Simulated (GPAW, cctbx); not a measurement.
## How far are the atoms of KNa2RhBr6 from free atoms?

Aim: compute the bonding part of the density of KNa2RhBr6, find which reflections carry it, and see how it biases an ordinary refinement.

The cell comes from substitution in a known structure type and wasn't matched to any measured phase. All numbers below are calculated.

### 1. Relax the structure

The density hangs on the geometry, so cell and atoms are relaxed first, with the symmetry held. The cutoff is set higher than for the density because stress converges slowly with plane waves.

Settings: GPAW 26.7.0, PBE, 570 eV, 2×2×2 k-points, Fermi–Dirac width 0.05 eV, BFGS to 0.03 eV/Å.

```text
cell
1.0
     0.000000000    5.659000000    5.659000000
     5.659000000    0.000000000    5.659000000
     5.659000000    5.659000000    0.000000000
Rh Br K Na
1 6 1 2
Direct
0.000000000 0.000000000 0.000000000
0.771700000 0.771700000 0.228300000
0.771700000 0.228300000 0.771700000
0.228300000 0.771700000 0.228300000
0.228300000 0.771700000 0.771700000
0.228300000 0.228300000 0.771700000
0.771700000 0.228300000 0.228300000
0.500000000 0.500000000 0.500000000
0.250000000 0.250000000 0.250000000
0.750000000 0.750000000 0.750000000
```

```console
$ OMP_NUM_THREADS=1 mpirun -n 4 gpaw python run.py > gpaw.log
```

```text
BFGS:    0      -30.301698        0.664147
BFGS:    1      -30.342718        0.574629
BFGS:    2      -30.458751        0.143716
BFGS:    3      -30.462471        0.129858
BFGS:    4      -30.463349        0.127022
BFGS:    5      -30.489312        0.028543
cell  7.8870 7.8870 7.8870  60.00 60.00 60.00
volume 346.910 A^3, largest force 0.027 eV/A, largest stress 0.13 GPa
```

After 5 steps the volume has changed by -4.3 % and the energy by -0.188 eV; the largest stress left is 0.13 GPa. It took 88 s on 4 cores of Arm Neoverse V1 (shared host), peak memory 1.1 GiB.

Relaxed structure: Fm-3m (no. 225), a = 11.1539 Å, b = 11.1539 Å, c = 11.1539 Å, α = 90.00°, β = 90.00°, γ = 90.00°.

```csv
atom,mult.,x,y,z
Rh1,4,0,0,0
Br1,24,0,0,0.7759
K1,4,1/2,0,0
Na1,8,1/4,3/4,3/4
```

### 2. The all-electron density

X-rays see the whole electron density, so the PAW density is rebuilt with its core regions. Subtracting spherical free atoms from the same code cancels the cores and leaves the deformation density Δρ, the part due to bonding.

Settings: PBE, 450 eV, 3×3×3 k-points, Fermi–Dirac width 0.05 eV; primitive cell of 10 atoms.

```console
$ OMP_NUM_THREADS=1 mpirun -n 4 gpaw python run.py > gpaw.log
```

```text
|iter:   1|       0s |  -32.029755 | -0.24 |       |
|iter:   2|       2s |  -31.535021 | -1.84 | -1.22 |
|iter:   3|       3s |  -30.607777 | -1.51 | -1.28 |
...
|iter:   9|      10s |  -30.468213c| -6.32 | -3.85 |
|iter:  10|      11s |  -30.468214c| -7.36 | -4.65c|
|iter:  11|      12s |  -30.468214c| -7.56c| -5.21c|
```

```text
grid (80, 80, 80)  electrons 296.000  moved by bonding 2.104 e
deformation density beyond 0.5 A of the nuclei: max 0.626, min -1.241 e/A^3
atom        x       y       z   Voronoi charge  moment
Rh1    0.0000  0.0000  0.0000      0.136       0.00
Br2    0.7759  0.7759  0.2241     -0.204       0.00
Br3    0.7759  0.2241  0.7759     -0.204       0.00
Br4    0.2241  0.7759  0.2241     -0.204       0.00
Br5    0.2241  0.7759  0.7759     -0.204       0.00
Br6    0.2241  0.2241  0.7759     -0.204       0.00
Br7    0.7759  0.2241  0.2241     -0.204       0.00
K 8    0.5000  0.5000  0.5000      0.149       0.00
Na9    0.2500  0.2500  0.2500      0.469       0.00
Na10   0.7500  0.7500  0.7500      0.469       0.00
mean inner potential of superposed free atoms 9.612 V
total magnetic moment 0.000 muB
```

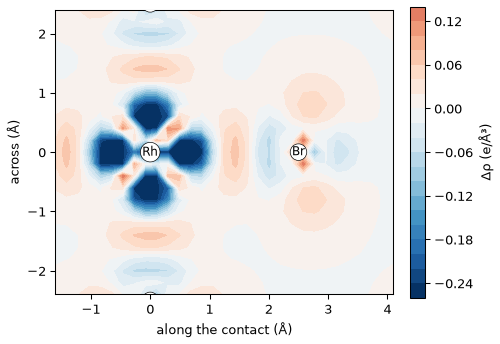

Deformation density in a plane through the shortest contact of the Rh atom at the origin; red gains electrons, blue loses them.

Br gains most (-0.20 e) and Na loses most (+0.47 e); Br is the most electronegative element, but the order of the others doesn't follow electronegativity. Such charges fall far short of formal ones, since overlapping free atoms already put density on their neighbours. Along the shortest contact from the Rh atom at the map's origin, Rh–Br at 2.50 Å, Δρ is +0.05 e/Å³ at the midpoint and highest, +0.07, 1.44 Å from Rh (points within 0.5 Å of a nucleus left out): little piles up between the atoms. At the midpoints of other shortest contacts it is 0.00 (Br–K, 3.08 Å) e/Å³. Point values carry grid noise of about 0.01 e/Å³. The run needed 11 iterations, 23 s.

### 3. Structure factors

The Fourier components of Δρ, added to those of the free atoms, give the static X-ray structure factors; the Mott–Bethe relation turns them into the Fourier components V of the potential that fast electrons feel.

```text
static structure factors of the conventional cell: F in electrons, V (Mott-Bethe) in volts
   h  k  l      d  |F| table  |F| free   |F| DFT   change   |V| free  |V| DFT  change %
   1  1  1  6.4397   231.956   231.811   232.083    0.271     1.127    1.090     -3.3
   0  2  0  5.5770   435.235   435.246   437.492    2.246     2.819    2.589     -8.2
   0  2  2  3.9435    76.442    76.408    73.655   -2.753     0.872    1.013     16.2
   1  3  1  3.3630    60.263    60.056    59.566   -0.490     0.125    0.144     14.6
   2  2  2  3.2199   534.954   535.362   537.318    1.956     3.170    3.103     -2.1
   0  4  0  2.7885   917.266   917.286   918.185    0.899     5.381    5.358     -0.4
   1  3  3  2.5589    83.515    83.890    84.435    0.544     0.634    0.623     -1.9
   0  4  2  2.4941   320.497   320.681   320.735    0.053     1.742    1.741     -0.1
   2  4  2  2.2768    20.404    19.774    20.607    0.832     0.281    0.266     -5.1
   3  3  3  2.1466   210.539   210.903   211.348    0.445     1.202    1.195     -0.6
   1  5  1  2.1466   307.144   307.037   306.281   -0.756     1.387    1.398      0.8
   0  4  4  1.9717   770.602   770.281   769.401   -0.880     3.843    3.855      0.3
   1  5  3  1.8854   166.602   166.446   165.904   -0.543     0.647    0.653      1.0
   2  4  4  1.8590   245.773   246.026   245.577   -0.450     1.167    1.172      0.4
```

The largest X-ray change is -2.75 e on 022, 3.6 % of |F|. For electrons V goes as (Z − F)/g², so a change of F counts against Z − F, which is small at low angle and wherever the atoms' terms cancel: |V| of 022 moves by +16.2 % (0.87 to 1.01 V) against -3.6 % in |F|. The last three rows still change by up to 0.88 e; the table stops while the angles are still low. The tabulated Hartree–Fock atoms differ from the free DFT atoms by up to 0.63 e, so the choice of reference atom matters too.

### 4. The functional ladder

The same geometry is run with other functionals, to see whether the bonding signal is larger than the spread between approximations. Free atoms are LDA for LDA and PBE otherwise. Any other changed setting is in the row's label.

| run | ΔF 022 (e) | ΔF 020 (e) | ΔF 222 (e) | q(Br) (e) | moved (e) | time |
| --- | --- | --- | --- | --- | --- | --- |
| PBE | -2.753 | +2.246 | +1.956 | -0.204 | 2.104 | 23 s |
| LDA | -2.638 | +2.104 | +1.552 | -0.191 | 1.977 | 20 s |
| RPBE | -2.825 | +2.369 | +2.182 | -0.213 | 2.255 | 22 s |

At the base's settings ΔF(022) spans -2.825 to -2.638 e, a spread of 7 % of the PBE value; over the three listed reflections the spread is at most 32 %, so the sign holds and the size hangs on the functional. Times are from shared hosts.

### 5. Refining ordinary atoms against data with bonding

Routine crystallography fits spherical atoms. To see the bias, intensities are simulated from tabulated atoms plus the DFT change ΔF, so that bonding alone can misfit (11574 reflections of the full sphere, merged to the counts below, to 0.5 Å, 1.5 % proportional noise plus counting noise, assumed isotropic U as listed, Δρ smeared by the mean U) and refined with cctbx over different ranges.

| range | data | R1 | GooF | U Rh1 (true 0.0034) | U Br1 (true 0.0038) | U K1 (true 0.0047) | U Na1 (true 0.0055) | largest shift (Å) | Δρ max, min (e/Å³) |
| --- | --- | --- | --- | --- | --- | --- | --- | --- | --- |
| all data | 344 | 0.0037 | 1.32 | 0.0034 | 0.0038 | 0.0047 | 0.0055 | 0.0001 | 0.45, -0.99 |
| low resolution, d > 0.84 | 90 | 0.0034 | 1.61 | 0.0033 | 0.0037 | 0.0047 | 0.0054 | 0.0001 | 0.15, -0.34 |
| high order, d < 0.75 | 223 | 0.0039 | 1.20 | 0.0034 | 0.0038 | 0.0047 | 0.0055 | 0.0001 | 0.38, -0.66 |
| occupancies free, d > 0.7 | 143 | 0.0034 | 1.52 | 0.0033 | 0.0038 | 0.0048 | 0.0054 | 0.0000 | 0.20, -0.52 |

With all data GooF is 1.32, so the misfit of spherical atoms stands above the noise; the top residual peak lies 0.58 Å from Rh and 2.22 Å from Br. No U is off by more than 3 s.u. at low resolution. With Rh1 held at 1 and the scale free, the other occupancies refine to Br1 1.002(0.001), K1 1.002(0.004) and Na1 0.999(0.005), within three s.u. of full.

### 6. Answer

Bonding moves 2.10 e in the primitive cell of KNa2RhBr6 and changes the structure factors of the conventional cell in the table above by at most 2.75 e (022, 3.6 %), and among reflections above 2 % of the strongest by up to 4.2 % (242). The shortest bond, Rh–Br, has Δρ = +0.05 e/Å³ at its midpoint. At the base's settings ΔF(022) spans -2.825 to -2.638 e, a spread of 7 % of the PBE value; over the three listed reflections the spread is at most 32 %, so the sign holds and the size hangs on the functional. With all data GooF is 1.32, so the misfit of spherical atoms stands above the noise. Limits: static density, frozen cores, no spin–orbit coupling.

[Outputs are excerpts: Python notices, other lines and further rows are left out; steps that failed or that the build refused (PBEsol, TPSS) are not shown.]

[Logs are printed without paths, hosts, clocks, repeated set-up lines and the standing remarks that a program may print on its own settings, such as how far it seeks lower states.]
